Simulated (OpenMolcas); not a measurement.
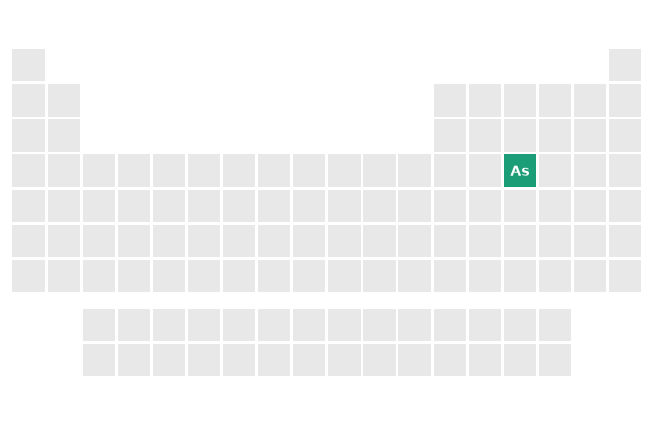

*The place of arsenic in the periodic table.*

## Multiconfigurational calculation, with input and output: As

System: As.
Method: state-averaged CASSCF, active space 5 electrons in the shells 4s 4p 5s 5p, basis ANO-RCC-VDZP, X2C scalar Hamiltonian, spin-orbit coupling by RASSI with atomic mean-field integrals (OpenMolcas).

### The input
```
&GATEWAY
Coord
1

As 0.0 0.0 0.0
Basis=ANO-RCC-VDZP
Group=XYZ
NoMove
AngMom=0.0 0.0 0.0
AMFI
RX2C
&SEWARD
&RASSCF
FileOrb=start.orb
Symmetry=2
Spin=4
nActEl=5 0 0
Inactive=8 6
Ras2=1 3
CIRoot=1 1 1
SDav=1
CIMx=300
Iter=120 100
PrWF=0.3
OrbListing=Nothing
MaxOrb=0
Atom
>>> COPY $Project.JobIph JOBPRE
&RASSCF
FileOrb=start.orb
Symmetry=2
Spin=4
nActEl=6 0 0
Inactive=8 6
Ras2=2 6
CIRoot=13 13 1
SDav=234
CIMx=300
Iter=75 100
PrWF=0.3
OrbListing=Nothing
MaxOrb=0
Atom
CIOnly
>>> COPY $Project.JobIph JOB001
```

The file start.orb holds starting orbitals from an earlier step.

Hardware: 1 thread of Arm Neoverse V1, 24 GiB of memory available, shared host.

Run as:
```bash
OMP_NUM_THREADS=1 MOLCAS_MEM=2252 MOLCAS_PROJECT=a pymolcas a.inp > a.log  # once for each step of the input, in one work folder
```

### Log (extracts)
```
--- SEWARD ---
Basis set label: AS.ANO-RCC...5S4P2D.

      Electronic valence basis set:
      ------------------
      Associated Effective Charge  33.000000 au
      Associated Actual Charge     33.000000 au
      Nuclear Model: Point charge

      Shell  nPrim  nBasis  Cartesian Spherical Contaminant
         s      20       5        X
         p      17       4        X
         d      11       2                 X
RX2C
                  Relativistic X2C integrals
                  Atomic mean-field integrals
--- RASSCF ---

 Nr of active orbitals     NAC=   8
 Spin degeneracy         ISPIN=   4
 There can be no such wave function.
 ************************************************
--- Stop Module: rasscf at  /rc=_RC_INPUT_ERROR_ ---
.####################.
.# User input error #.
.####################.
```

### What the run reported

- outcome: refused by the program

### Diagnosis

One thing in this input was made wrong on purpose: wrong electron count. The program refused the input; the driver noted: RASSCF spin 4: _RC_INPUT_ERROR_.
